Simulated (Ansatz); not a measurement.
**H₅OSbSi: density, localisation and related maps**

Input

```
crystal:
  periodic: [false, false, false]
  atoms:
    - { symbol: Si, position_ang: [-0.83114, 1.01115, -0.39192] }
    - { symbol: O, position_ang: [0.47343, 0.27405, 0.20872] }
    - { symbol: Sb, position_ang: [1.41887, -1.41213, -0.16584] }
    - { symbol: H, position_ang: [-1.99814, 0.12644, -0.34471] }
    - { symbol: H, position_ang: [-0.59038, 1.38868, -1.78842] }
    - { symbol: H, position_ang: [-0.94326, 2.15611, 0.50185] }
    - { symbol: H, position_ang: [2.59787, -0.50833, -0.98811] }
    - { symbol: H, position_ang: [0.6075, -1.59679, -1.65578] }
basis:
  gaussian: { orbitals: def2-SVP }
hamiltonian:
  xc: pbe
  dispersion: d4
relax:
  f_tol: 0.015
  max_steps: 40
output:
  orbitals: {}
```

Run with:

```sh
ansatz run input.yaml --threads 1 --pin off --max-ram 2048MiB --backend cpu --events-out ev --progress --plain --runs-dir out
```

The fields are those of the relaxed geometry.

Core potentials replace the inner electrons of Sb.

Method: Ansatz 0.2.0, RKS PBE-D4/def2-SVP.

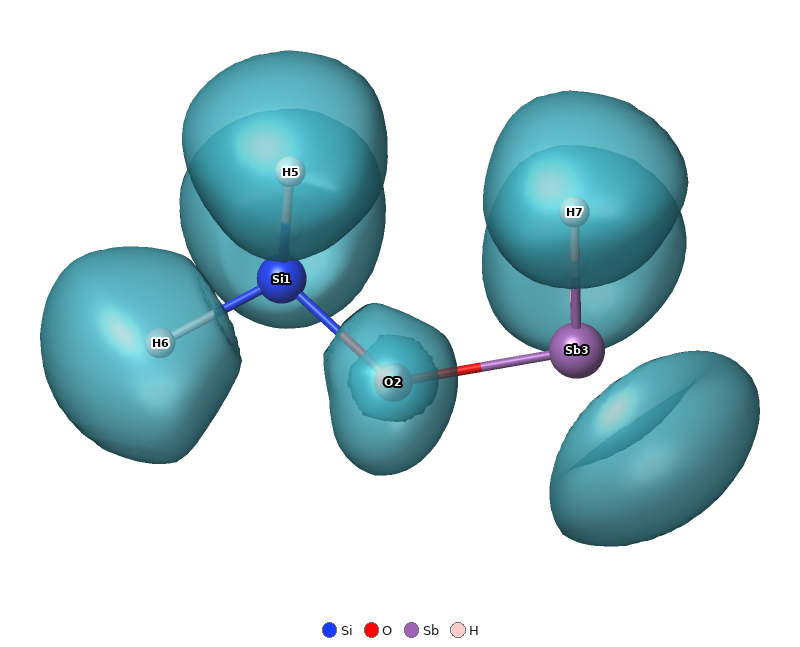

Figure 1. Isosurface of the electron localisation function at 0.75 (cyan), seen from one side. Core shells and regions of very low density are left out.

> What do the ELF domains correspond to?

The surface consists of five regions around hydrogen nuclei, one region on O in which the atom's valence shell and bonds are merged and one lobe on Sb, pointing away from the bonds (lone pairs). Along the contacts the grid gives the following. Si–O (1.68 Å): the ELF peaks at about 0.85 between the atoms: a polar covalent bond. Sb–O (2.02 Å): the ELF peaks at about 0.80 in the valence shell of O, 0.6 Å from its nucleus, and drops to about 0.15 between the two atoms.

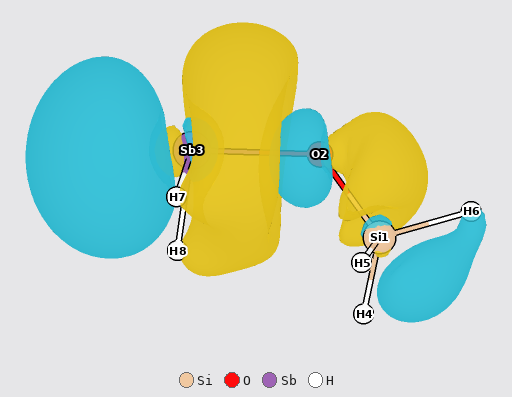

Figure 2. The LUMO at ±0.08 Å⁻³ᐟ² (yellow and cyan are the two phases), seen at an oblique angle.

> Where does this orbital lie, and at what energy?

It lies mainly on Sb3 (about 65 %), O2 (about 15 %) and Si1 (about 10 %). Its energy is −2.16 eV.

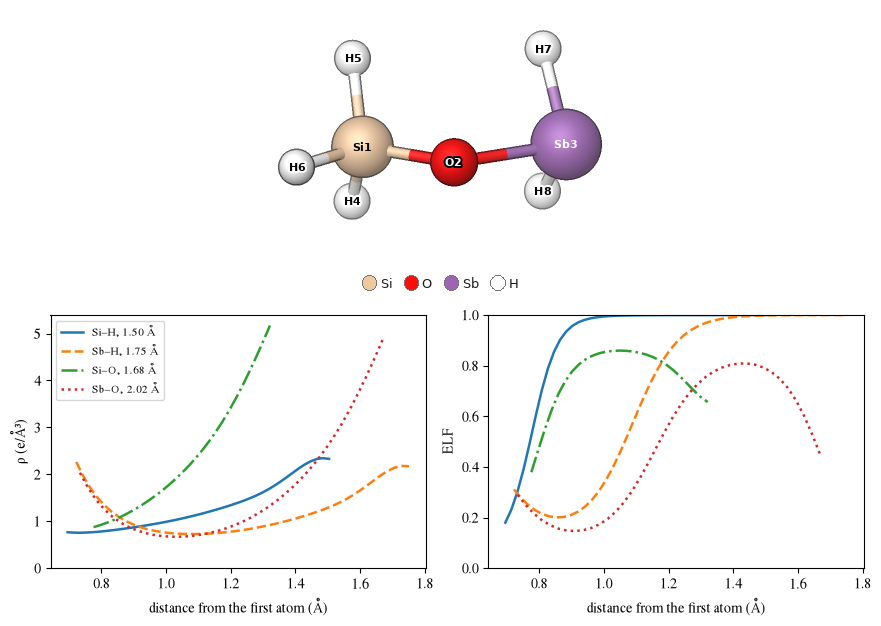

Figure 3. Electron density and ELF along straight lines between neighbouring atoms. The curves leave out the atomic cores. The structure is drawn too.

> What can be read from the curves?

Si–H (1.50 Å): the density is about 0.76 e/Å³ at the midpoint; the ELF climbs to about 1 towards the hydrogen, as it does in any bond to H.
Sb–H (1.75 Å): ρ is about 1 e/Å³ halfway; the ELF climbs to about 1 towards the hydrogen.
Si–O (1.68 Å): the density is about 1 e/Å³ at the midpoint; the ELF peaks at about 0.85 between the atoms, as expected for a shared but strongly polarised pair.
Sb–O (2.02 Å): the density is about 0.67 e/Å³ at the midpoint; the ELF peaks at about 0.80 in the valence shell of O, 0.6 Å from its nucleus, and drops to about 0.15 between the two atoms.

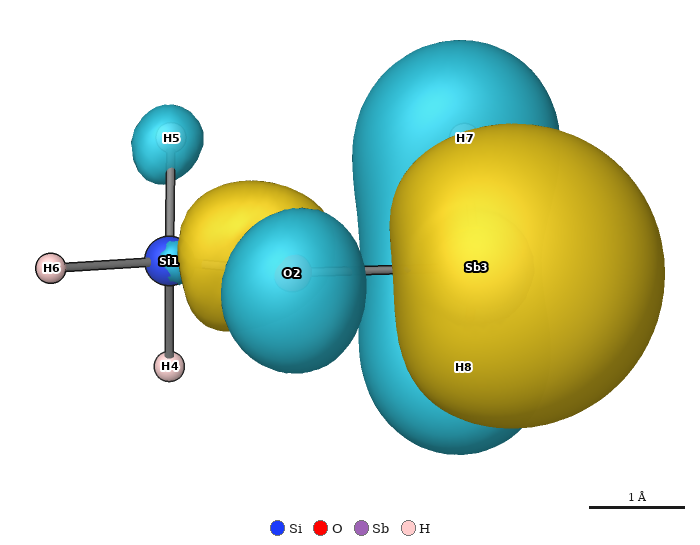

Figure 4. One frontier orbital at ±0.08 Å⁻³ᐟ² (yellow and cyan are the two phases), seen across its widest extent.

> Which orbital is it: HOMO or LUMO?

The HOMO, at −6.67 eV. By Hirshfeld shares it lies mainly on Sb3 (about 55 %), O2 (about 15 %), H7 (about 10 %) and H8 (about 10 %).
